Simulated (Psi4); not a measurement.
**Property calculation, with input and output: CoCl2**

CoCl2, multiplicity 4, SMILES [Cl][Co][Cl], computed with HF/STO-6G, UHF (Psi4 1.11).

The geometry comes from this level: GFN2-xTB.

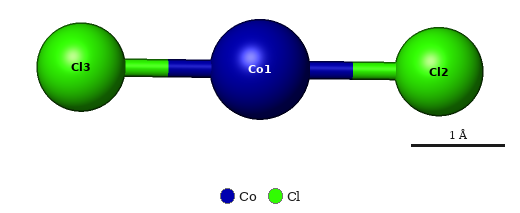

Figure 1. The structure (ball-and-stick view, seen at a tilt; atoms are numbered from 1 in the order of the input). Sticks mark near contacts. Bond lengths as drawn: Cl–Co 1.95 Å.

The input (job.py)
```python
import psi4

psi4.set_memory(1600000000)
psi4.set_num_threads(1)
psi4.core.set_output_file('psi4.out', False)

with open('cl2co.xyz') as f:
    atoms = ''.join(f.readlines()[2:])
geom = psi4.geometry('0 4\n' + atoms + 'symmetry c1')

psi4.set_options({
    'reference': 'uhf',
    'scf_type': 'dfdirj+snlink',
    'guess': 'core',
    'scf_initial_accelerator': 'ediis',
    'maxiter': 60,
})

energy_value, wavefunction = psi4.energy("scf/STO-6G", return_wfn=True)
psi4.oeprop(wavefunction, "MBIS_CHARGES", "MULLIKEN_CHARGES", "MULTIPOLE(3)", "QUADRUPOLE")
print(f'total energy {energy_value:.8f} hartree = {energy_value * 27.211386:.5f} eV')
```

File cl2co.xyz
```
3
Cl2Co
Co     0.000170     0.000100     0.000230
Cl    -0.014970    -0.018740     1.947170
Cl     0.014790     0.018640    -1.947410
```

Run on 1 thread of Intel Xeon (Sapphire Rapids), 64 GiB of memory available, shared host.

Launched with:
```bash
python job.py
```

Log
```
=> Loading Basis Set <=

    Name: STO-6G
    Role: ORBITAL
    Keyword: BASIS

         ---------------------------------------------------------
                                   SCF
                              UHF Reference
                        1 Threads,   1525 MiB Core
         ---------------------------------------------------------

  ==> Geometry <==

    Molecular point group: c1
    Full point group: Cs

    Geometry (in Angstrom), charge = 0, multiplicity = 4:

       Center              X                  Y                   Z               Mass
    ------------   -----------------  -----------------  -----------------  -----------------
         CO          -0.000162897007     0.000189945424    -0.000000000000    58.933194290000
         CL           0.022410896996     1.947149100780     0.000000000000    34.968852682000
         CL          -0.022136365800    -1.947469216819    -0.000000000000    34.968852682000

  Running in c1 symmetry.

  Rotational constants: A = 5697908.68622  B =      0.06356  C =      0.06356 [cm^-1]
  Rotational constants: A = 170819005050.22827  B =   1905.36940  C =   1905.36937 [MHz]
  Nuclear repulsion =  288.713282537867372

  Charge       = 0
  Multiplicity = 4
  Electrons    = 61
  Nalpha       = 32
  Nbeta        = 29

  ==> Algorithm <==

  SCF Algorithm Type is DFDIRJ+SNLINK.
  DIIS enabled.
  MOM disabled.
  Fractional occupation disabled.
  Guess Type is CORE.
  Energy threshold   = 1.00e-06
  Density threshold  = 1.00e-06
  Integral threshold = 1.00e-12

  ==> Primary Basis <==

  Basis Set: STO-6G
    Blend: STO-6G
    Number of shells: 18
    Number of basis functions: 36
    Number of Cartesian functions: 37
    Spherical Harmonics?: true
    Max angular momentum: 2

   => Loading Basis Set <=

    Name: (STO-6G AUX)
    Role: JKFIT
    Keyword: DF_BASIS_SCF

  ==> Integral Setup <==

  ==> CompositeJK: Mix-and-Match J+K Algorithm Combos <==

    J tasked:                  Yes
    J algorithm:           DF-DirJ
    K tasked:                  Yes
    K algorithm:           sn-LinK
    wK tasked:                  No
    Integrals threads:           1
    Memory [MiB]:             1144
    Incremental Fock:           No
    Screening Type:           CSAM

  ==> DF-DirJ: Integral-Direct Density-Fitted J <==

    J Screening Cutoff:      1E-12

  ==> snLinK: GauXC Semi-Numerical Linear Exchange K <==

    K Execution Space: Host (CPU)
    K Grid Radial Points: 70
    K Grid Spherical/Angular Points: 302

    K Screening?:     Yes
    K Ints Cutoff:           1E-11
    K Basis Cutoff:           1E-10

  Minimum eigenvalue in the overlap matrix is 1.5152184345E-01.
  Reciprocal condition number of the overlap matrix is 7.7335458186E-02.
    Using symmetric orthogonalization.

  ==> Pre-Iterations <==

  SCF Guess: Core (One-Electron) Hamiltonian.

   -------------------------------------------------------
    Irrep   Nso     Nmo     Nalpha   Nbeta   Ndocc  Nsocc
   -------------------------------------------------------
     A         36      36      32      29      29       3
   -------------------------------------------------------
    Total      36      36      32      29      29       3
   -------------------------------------------------------

  ==> Iterations <==

                        Total Energy        Delta E     RMS |[F,P]|

   @UHF iter   1: -2281.92125851872061   -2.28192e+03   6.31539e-02 DIIS/EDIIS
   @UHF iter   2: -2281.44628898635756    4.74970e-01   7.04371e-02 DIIS/EDIIS
   @UHF iter   3: -2290.83981197530329   -9.39352e+00   1.28873e-02 DIIS/EDIIS
   @UHF iter   4: -2291.05699092444365   -2.17179e-01   4.20140e-03 DIIS/EDIIS
   @UHF iter   5: -2291.10209482199843   -4.51039e-02   2.49703e-03 DIIS/EDIIS
   @UHF iter   6: -2291.11977897060251   -1.76841e-02   2.01655e-03 DIIS/EDIIS
   @UHF iter   7: -2291.14369216092109   -2.39132e-02   1.32185e-03 DIIS/EDIIS
   @UHF iter   8: -2291.15188955581789   -8.19739e-03   9.24103e-04 DIIS/EDIIS
   @UHF iter   9: -2291.15689473452085   -5.00518e-03   3.38360e-04 DIIS/EDIIS
   @UHF iter  10: -2291.15680249526758    9.22393e-05   2.47212e-04 DIIS/EDIIS
   @UHF iter  11: -2291.15709960354616   -2.97108e-04   6.07162e-05 DIIS
   @UHF iter  12: -2291.15711494466768   -1.53411e-05   1.43887e-05 DIIS
   @UHF iter  13: -2291.15711561650960   -6.71842e-07   2.23541e-06 DIIS
   @UHF iter  14: -2291.15711562915521   -1.26456e-08   8.08858e-07 DIIS
  Energy and wave function converged.

  ==> Post-Iterations <==

   @Spin Contamination Metric:   5.155928184E-01
   @S^2 Expected:                3.750000000E+00
   @S^2 Observed:                4.265592818E+00
   @S   Expected:                1.500000000E+00
   @S   Observed:                1.500000000E+00

    Orbital Energies [Eh]
    ---------------------

    Alpha Occupied:

       1A   -283.504493     2A   -104.902171     3A   -104.902050
       4A    -34.223551     5A    -30.442218     6A    -30.414008
       7A    -30.414007     8A    -10.336854     9A    -10.335775
      10A     -7.850550    11A     -7.849667    12A     -7.848080
      13A     -7.848080    14A     -7.847710    15A     -7.847710
      16A     -4.667006    17A     -3.440648    18A     -3.356419
      19A     -3.356419    20A     -1.053444    21A     -1.019389
      22A     -0.722587    23A     -0.722587    24A     -0.677342
      25A     -0.670991    26A     -0.613338    27A     -0.472079
      28A     -0.461946    29A     -0.457509    30A     -0.457509
      31A     -0.412242    32A     -0.412242

    Alpha Virtual:

      33A      0.158335    34A      0.158335    35A      0.183319
      36A      0.550994

    Beta Occupied:

       1A   -283.504543     2A   -104.903619     3A   -104.903498
       4A    -34.139542     5A    -30.345280     6A    -30.336612
       7A    -30.336612     8A    -10.339153     9A    -10.338082
      10A     -7.857266    11A     -7.856406    12A     -7.848259
      13A     -7.848259    14A     -7.847885    15A     -7.847884
      16A     -4.268727    17A     -2.901879    18A     -2.901878
      19A     -2.878702    20A     -1.050866    21A     -1.027887
      22A     -0.521729    23A     -0.480492    24A     -0.459685
      25A     -0.459685    26A     -0.442432    27A     -0.425513
      28A     -0.425512    29A     -0.243255

    Beta Virtual:

      30A      0.123660    31A      0.123660    32A      0.488460
      33A      0.522979    34A      0.547950    35A      0.547950
      36A      0.604711

    Final Occupation by Irrep:
              A
    DOCC [    29 ]
    SOCC [     3 ]
    NA   [    32 ]
    NB   [    29 ]

  @UHF Final Energy: -2291.15711562915521

   => Energetics <=

    Nuclear Repulsion Energy =            288.7132825378673715
    One-Electron Energy =               -3745.4586544273179243
    Two-Electron Energy =                1165.5882562602951111
    Total Energy =                      -2291.1571156291552143

  UHF NO Occupations:
  HONO-2 :   30  A 1.0000000
  HONO-1 :   31  A 1.0000000
  HONO-0 :   32  A 1.0000000
  LUNO+0 :   33  A 0.3011746
  LUNO+1 :   34  A 0.0008265
  LUNO+2 :   35  A 0.0005746
  LUNO+3 :   36  A 0.0005745

Computation Completed

Properties will be evaluated at   0.000000,   0.000000,   0.000000 [a0]

Properties computed using the SCF density matrix

 Multipole Moments:

 ------------------------------------------------------------------------------------
     Multipole            Electronic (a.u.)      Nuclear  (a.u.)        Total (a.u.)
 ------------------------------------------------------------------------------------

 L = 1.  Multiply by 2.5417464519 to convert [e a0] to [Debye]
 Dipole X            :         -0.0002867            0.0005080            0.0002213
 Dipole Y            :          0.0012322           -0.0005923            0.0006399
 Dipole Z            :          0.0000000            0.0000000            0.0000000
 Magnitude           :                                                    0.0006771

 ------------------------------------------------------------------------------------

	total time  =         49 seconds =       0.82 minutes

Properties will be evaluated at   0.000000,   0.000000,   0.000000 [a0]
OEProp: No title given, name of density matrix used for the following properties is 'SCF alpha density'

 Multipole Moments:

 ------------------------------------------------------------------------------------
     Multipole            Electronic (a.u.)      Nuclear  (a.u.)        Total (a.u.)
 ------------------------------------------------------------------------------------

 L = 1.  Multiply by 2.5417464519 to convert [e a0] to [Debye]
 Dipole X            :         -0.0002867            0.0005080            0.0002213
 Dipole Y            :          0.0012322           -0.0005923            0.0006399
 Dipole Z            :          0.0000000            0.0000000            0.0000000
 Magnitude           :                                                    0.0006771

 L = 2.  Multiply by 1.3450342976 to convert [e a0^2] to [Debye ang]
 Quadrupole XX       :        -28.5284792            0.0602412          -28.4682380
 Quadrupole XY       :         -5.3833623            5.2662579           -0.1171044
 Quadrupole XZ       :         -0.0000000            0.0000000           -0.0000000
 Quadrupole YY       :       -499.1167717          460.4118264          -38.7049453
 Quadrupole YZ       :          0.0000000            0.0000000            0.0000000
 Quadrupole ZZ       :        -28.4668957            0.0000000          -28.4668957
 Traceless XX        :        156.8422363         -153.4304480            3.4117883
 Traceless YY        :       -313.7460562          306.9211372           -6.8249190
 Traceless ZZ        :        156.9038199         -153.4906892            3.4131307

 L = 3.  Multiply by 0.7117614979 to convert [e a0^3] to [Debye ang^2]
 Octupole XXX        :          0.0014937            0.0000469            0.0015406
 Octupole XXY        :         -0.0011475            0.0027139            0.0015664
 Octupole XXZ        :         -0.0000000            0.0000000           -0.0000000
 Octupole XYY        :         -0.1193142            0.1162425           -0.0030717
 Octupole XYZ        :         -0.0000000            0.0000000           -0.0000000
 Octupole XZZ        :          0.0005204            0.0000000            0.0005204
 Octupole YYY        :          0.4321941           -0.4177765            0.0144176
 Octupole YYZ        :          0.0000000            0.0000000            0.0000000
 Octupole YZZ        :          0.0016498            0.0000000            0.0016498
 Octupole ZZZ        :          0.0000000            0.0000000            0.0000000

 ------------------------------------------------------------------------------------

 Multipole Moments:

 ------------------------------------------------------------------------------------
     Multipole            Electronic (a.u.)      Nuclear  (a.u.)        Total (a.u.)
 ------------------------------------------------------------------------------------

 L = 1.  Multiply by 2.5417464519 to convert [e a0] to [Debye]
 Dipole X            :         -0.0002867            0.0005080            0.0002213
 Dipole Y            :          0.0012322           -0.0005923            0.0006399
 Dipole Z            :          0.0000000            0.0000000            0.0000000
 Magnitude           :                                                    0.0006771

 L = 2.  Multiply by 1.3450342976 to convert [e a0^2] to [Debye ang]
 Quadrupole XX       :        -28.5284792            0.0602412          -28.4682380
 Quadrupole XY       :         -5.3833623            5.2662579           -0.1171044
 Quadrupole XZ       :         -0.0000000            0.0000000           -0.0000000
 Quadrupole YY       :       -499.1167717          460.4118264          -38.7049453
 Quadrupole YZ       :          0.0000000            0.0000000            0.0000000
 Quadrupole ZZ       :        -28.4668957            0.0000000          -28.4668957
 Traceless XX        :        156.8422363         -153.4304480            3.4117883
 Traceless YY        :       -313.7460562          306.9211372           -6.8249190
 Traceless ZZ        :        156.9038199         -153.4906892            3.4131307

 ------------------------------------------------------------------------------------
  Mulliken Charges: (a.u.)
   Center  Symbol    Alpha    Beta     Spin     Total
       1    CO    14.66617 11.52133  3.14484  0.81250
       2    CL     8.66697  8.73934 -0.07237 -0.40631
       3    CL     8.66686  8.73933 -0.07247 -0.40618

   Total alpha = 32.00000, Total beta = 29.00000, Total charge =  0.00000

  ==> Computing MBIS Charges <==

  Electron Count from Grid (Expected Number): 61.00001 (61.00000)
  Difference:  0.00001

  MBIS Charges: (a.u.)
   Center  Symbol  Z      Pop.       Charge
      1      CO   27   25.865158    1.134842
      2      CL   17   17.567410   -0.567410
      3      CL   17   17.567439   -0.567439

  MBIS Dipoles: [e a0]
   Center  Symbol  Z        X           Y           Z
      1      CO   27    0.000582   -0.000108    0.000000
      2      CL   17    0.003660    0.307563   -0.000000
      3      CL   17   -0.003378   -0.307669    0.000000

  MBIS Quadrupoles: [e a0^2]
   Center  Symbol  Z      XX        XY        XZ        YY        YZ        ZZ
      1      CO   27   -9.2140    0.0065   -0.0000   -8.6416    0.0000   -9.2141
      2      CL   17   -9.6266   -0.0001   -0.0000   -9.6119   -0.0000   -9.6266
      3      CL   17   -9.6262    0.0004   -0.0000   -9.6119   -0.0000   -9.6262

  MBIS Octupoles: [e a0^3]
   Center  Symbol  Z      XXX       XXY       XXZ       XYY       XYZ       XZZ       YYY       YYZ       YZZ       ZZZ
      1      CO   27    0.0050   -0.0001   -0.0000    0.0004    0.0000    0.0017    0.0003    0.0000   -0.0001    0.0000
      2      CL   17    0.0625    1.7764   -0.0000   -0.0032    0.0000    0.0208    3.2291   -0.0000    1.7767   -0.0000
      3      CL   17   -0.0594   -1.7757    0.0000    0.0042   -0.0000   -0.0198   -3.2295    0.0000   -1.7760    0.0000

  MBIS Radial Moments:
   Center  Symbol  Z      [a0^2]      [a0^3]      [a0^4]
      1      CO   27   27.069704   65.541950   218.180506
      2      CL   17   28.865130   65.595578   178.326715
      3      CL   17   28.864269   65.590761   178.303766

  MBIS Valence Widths: [a0]
   Center  Symbol  Z     Width
      1      CO   27    0.782446
      2      CL   17    0.518744
      3      CL   17    0.518737

  MBIS Valence Charges: (a.u.)
   Center  Symbol  Z     Charge
      1      CO   27   -2.121770
      2      CL   17   -9.074637
      3      CL   17   -9.074754
```

Standard output
```
total energy -2291.15711563 hartree = -62345.56066 eV
```

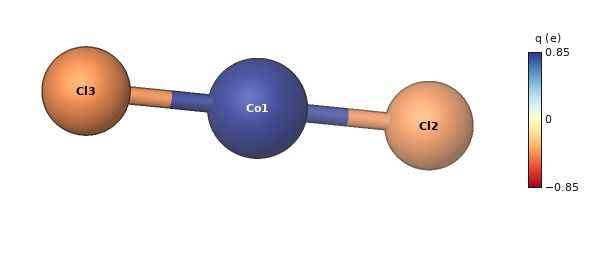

Figure 2. Mulliken charges, as the colour of each atom (ball-and-stick view, seen at a tilt; atoms are numbered from 1 in the order of the input). By element: Co +0.81 and Cl −0.41 e.

Summary

| quantity | value |
| --- | --- |
| outcome | converged |
| total energy | −2291.157116 hartree |
| basis functions | 36 |
| ⟨S²⟩ | 4.266 |
| dipole moment | 0.00 D |
| wall time | 52 s |
| peak memory | 0.21 GiB |

Remarks

Settings chosen away from the usual ones: guess set to core; scf_initial_accelerator set to ediis; scf_type set to dfdirj+snlink (from pk). The record of the run, not the program, notes: spin contaminated. ⟨S²⟩ is 4.27 against 3.75 for a pure state: the solution is spin-contaminated.
